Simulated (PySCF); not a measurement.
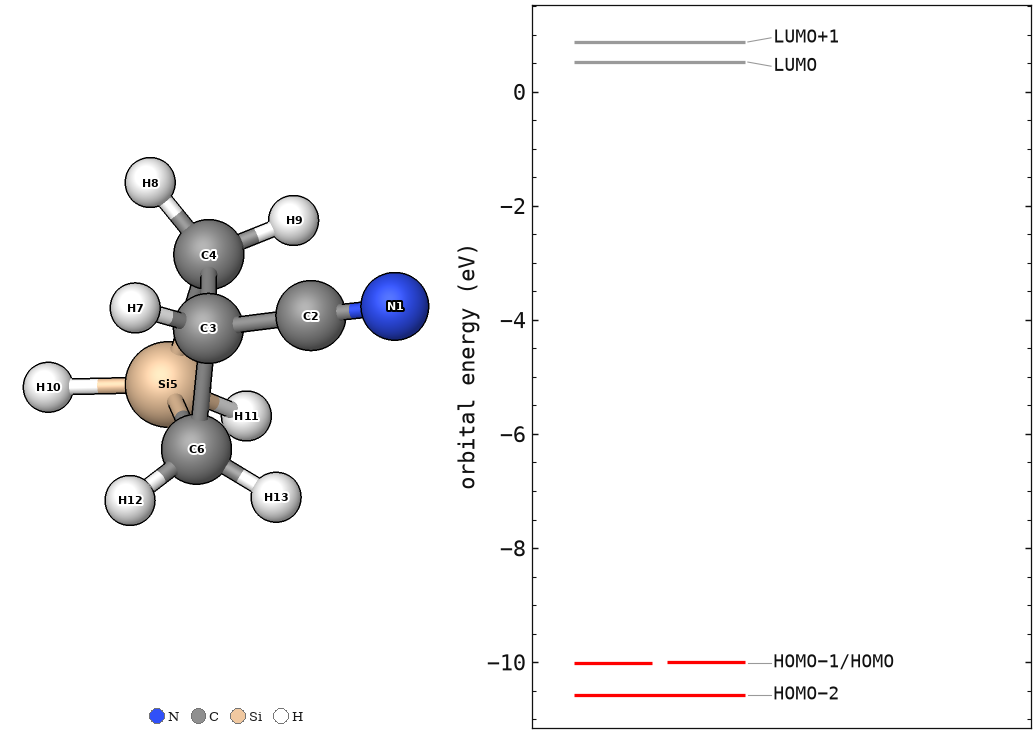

C₄H₇NSi, SMILES N#CC1C[SiH2]C1. Kohn-Sham orbital energies near the frontier, CAM-B3LYP/def2-SVPD in PySCF, at a GFN2-xTB geometry (no frequency check), isolated molecule; empty levels in grey, levels within 0.03 eV side by side.

**Where do the frontier orbitals lie?**

HOMO at −9.99 eV, LUMO at 0.52 eV, 10.51 eV apart.

**Is the HOMO or the LUMO degenerate, or nearly so?**

The HOMO is one of 2 levels within 0.03 eV and the LUMO stands alone.

**List the levels with the atoms that carry most of them (a dash for levels above zero or within 0.03 eV of another, where shares mean little).**

| orbital | energy (eV) | Löwdin shares |
| --- | --- | --- |
| LUMO+1 | 0.87 | – |
| LUMO | 0.52 | – |
| HOMO | −9.99 | – |
| HOMO−1 | −10.01 | – |
| HOMO−2 | −10.57 | N1 37 %, C2 26 %, C3 11 % |

Note: the tight-binding geometry is rougher than a DFT one and adds to the error; one conformer of a flexible molecule; empty levels above zero depend strongly on the basis.
